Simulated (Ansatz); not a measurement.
# ZrC (Fm-3m): equation of state with a fit in Python

Where is the equilibrium volume of ZrC (Fm-3m), and how stiff is it? The task is an equation of state with a fit, for ZrC (Fm-3m).

The COD entry's cell or inner coordinates are ideal or old and differ from later refinements, so a difference from it is no clean test against experiment.

Computed with Ansatz 0.2.0 through its Python package. Level of theory: DFT revPBE, plane waves, PAW.

**1. The structure**

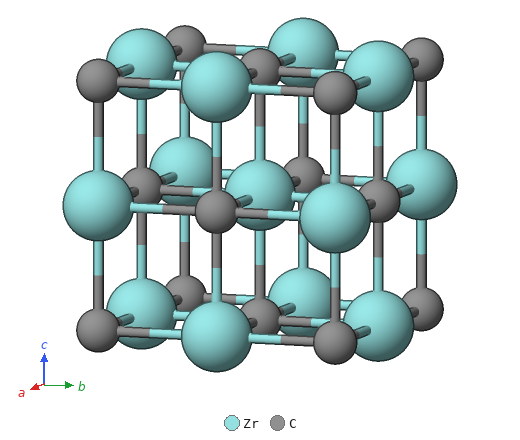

The starting structure, viewed slightly off an axis; zirconium light teal, carbon grey. The cell is the conventional one. Atoms on cell faces are repeated.

The script holds or builds the structure itself.

**2. Script**

zrc.py

```python
"""Energy against volume for ZrC, with a fit."""

import ansatz as az
import numpy as np

vectors0 = np.array([
    [0.0, 2.365, 2.365],
    [2.365, 0.0, 2.365],
    [2.365, 2.365, 0.0],
])
sites = [
    ("Zr", (0.5, 0.5, 0.5)),
    ("C", (0.0, 0.0, 0.0)),
]


def build(cell):
    crystal = az.Crystal(lattice=az.Lattice.of(cell))
    for symbol, position in sites:
        crystal = crystal.atom(symbol, position)
    return crystal

# scale the volume, keep shape and fractions
volumes, energies, pressures = [], [], []
for scale in np.linspace(0.95, 1.07, 5):
    cell = vectors0 * scale ** (1 / 3)
    calculation = (
        build(cell).calculation()
        .occupations("methfessel_paxton", width=0.02)  # smearing steadies the SCF of a metal
        .accuracy("medium")
        .mixing("anderson", beta=0.3)
        .pseudopotentials("paw")
        .basis(28 * az.Ry)
        .functional("revpbe")
        .kpoints(8, 8, 8)
        .stress()  # positive in compression
    )
    report = calculation.run().report
    volumes.append(abs(np.linalg.det(cell)) / len(sites))
    energies.append(report["free_energy_ev"] / len(sites))
    pressures.append(np.trace(report["stress_gpa"]) / 3)
    print(f"V = {volumes[-1]:8.4f} A^3/atom  F = {energies[-1]:.5f} eV/atom  P = {pressures[-1]:8.3f} GPa")

# third-order Birch-Murnaghan: a cubic in V^(-2/3)
x = np.array(volumes) ** (-2 / 3)
poly = np.polynomial.Polynomial.fit(x, energies, 3).convert()
roots = poly.deriv().roots()
x0 = min((r.real for r in roots if abs(r.imag) < 1e-9 and poly.deriv(2)(r.real) > 0), key=lambda r: abs(r - x.mean()))
v0 = x0 ** -1.5
b0 = 4 / 9 * poly.deriv(2)(x0) * v0 ** (-7 / 3) * 160.21766
b1 = 4 + 2 / 3 * x0 * poly.deriv(3)(x0) / poly.deriv(2)(x0)
print(f"V0 = {v0:.4f} A^3/atom, B0 = {b0:.1f} GPa, dB/dP = {b1:.2f}")
```

**3. The input behind the calls**

The engine receives this input (first run):

```yaml
crystal:
  lattice:
    - [0.0, 2.324907508942536, 2.324907508942536]
    - [2.324907508942536, 0.0, 2.324907508942536]
    - [2.324907508942536, 2.324907508942536, 0.0]
  atoms:
    - { symbol: Zr, position: [0.5, 0.5, 0.5] }
    - { symbol: C, position: [0.0, 0.0, 0.0] }
accuracy: medium
basis:
  ecutwfc: 380.959407443832
kpoints:
  mp_grid:
    grid: [8, 8, 8]
hamiltonian:
  xc: revpbe
  pseudopotentials:
    kind: paw
scf:
  mixing:
    algorithm: anderson
    beta: 0.3
  occupations:
    method: methfessel_paxton
    width: 0.02
output:
  stress: true
```

**4. Launch**

Started as:

```console
$ python zrc.py
```

What it wrote:

```text
DeckWarning: basis.ecutwfc = 380.959407443832 eV is below the records' recommended 420 eV, and the density's cutoff is lower with it unless basis.ecutrho_ratio is high enough to keep the records' density cutoff: compare with a run at a higher cutoff
V =  12.5666 A^3/atom  F = -2221.10161 eV/atom  P =   11.647 GPa
V =  12.9634 A^3/atom  F = -2221.12070 eV/atom  P =    3.957 GPa
V =  13.3603 A^3/atom  F = -2221.12198 eV/atom  P =   -2.645 GPa
V =  13.7571 A^3/atom  F = -2221.10829 eV/atom  P =   -8.309 GPa
V =  14.1539 A^3/atom  F = -2221.08161 eV/atom  P =  -13.135 GPa
V0 = 13.1922 A^3/atom, B0 = 216.3 GPa, dB/dP = 4.28
```

(Warnings from the package without file and line.)

Run time: 3 s. Hardware: 1 thread of Intel Xeon 6975P-C (Granite Rapids), shared host; peak memory 0.37 GiB.

**5. Inputs of later runs**

The engine's inputs for some of the other runs:

Run 2, against run 1:

```diff
@@ -3,3 +3,3 @@
-    - [0.0, 2.324907508942536, 2.324907508942536]
-    - [2.324907508942536, 0.0, 2.324907508942536]
-    - [2.324907508942536, 2.324907508942536, 0.0]
+    - [0.0, 2.3491270385169707, 2.3491270385169707]
+    - [2.3491270385169707, 0.0, 2.3491270385169707]
+    - [2.3491270385169707, 2.3491270385169707, 0.0]
```

Run 4, against run 1:

```diff
@@ -3,3 +3,3 @@
-    - [0.0, 2.324907508942536, 2.324907508942536]
-    - [2.324907508942536, 0.0, 2.324907508942536]
-    - [2.324907508942536, 2.324907508942536, 0.0]
+    - [0.0, 2.3961219900347195, 2.3961219900347195]
+    - [2.3961219900347195, 0.0, 2.3961219900347195]
+    - [2.3961219900347195, 2.3961219900347195, 0.0]
```

Run 5, against run 1:

```diff
@@ -3,3 +3,3 @@
-    - [0.0, 2.324907508942536, 2.324907508942536]
-    - [2.324907508942536, 0.0, 2.324907508942536]
-    - [2.324907508942536, 2.324907508942536, 0.0]
+    - [0.0, 2.4189435729852735, 2.4189435729852735]
+    - [2.4189435729852735, 0.0, 2.4189435729852735]
+    - [2.4189435729852735, 2.4189435729852735, 0.0]
```

Lines on the test bed's own set-up are left out of the output.

**6. Run by run**

From the records of these 5 runs:

```
run  volume (Å³/atom)  energy from run 3 (meV/atom)  pressure (GPa)  SCF cycles  CPU time (s)
  1            12.567                         20.37           11.65           6          0.44
  2            12.963                          1.28            3.96           6          0.42
  3            13.360                          0.00           -2.64           6          0.33
  4            13.757                         13.68           -8.31           6          0.32
  5            14.154                         40.37          -13.13           6          0.37
```

Energies are free energies F = E - TS of the smeared occupations. 

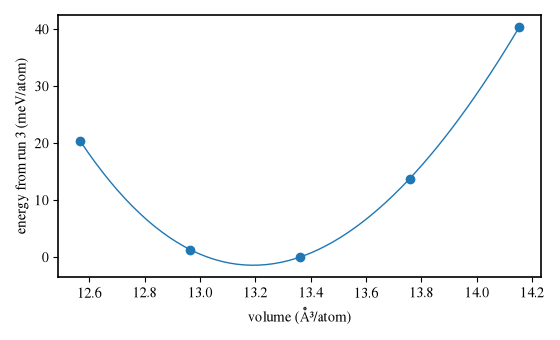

Energy against volume; the line is a third-order Birch-Murnaghan fit.

**7. Outcome**

```
                      quantity           value
                 runs compared               5
               range of energy  40.37 meV/atom
lowest point, volume (Å³/atom)          13.360
      equilibrium volume (fit)   13.19 Å³/atom
            bulk modulus (fit)         216 GPa
```

What this shows: A third-order Birch-Murnaghan fit through the 5 points has its minimum at 13.19 Å³ an atom, 0.3 % below the typed cell, with a bulk modulus of 216 GPa and dB/dP = 4.3. From that minimum the energy rises by 21.8 meV an atom on the compressed side and 41.8 meV on the expanded side. What to keep in mind:
- The cutoff lies under the one recommended for these potentials.
- The run is spin-unpolarised.
- Under the recommended cutoff a pressure can be off by several GPa, even in sign.
- For a metal this k-point mesh is coarse: on a finer one energies can move by several to tens of meV an atom and pressures by half a GPa or more, differences at one mesh by less.
- Of the deposited cell: the entry's cell lengths or inner coordinates differ somewhat from later room-temperature determinations.
- Pressure is positive in compression.
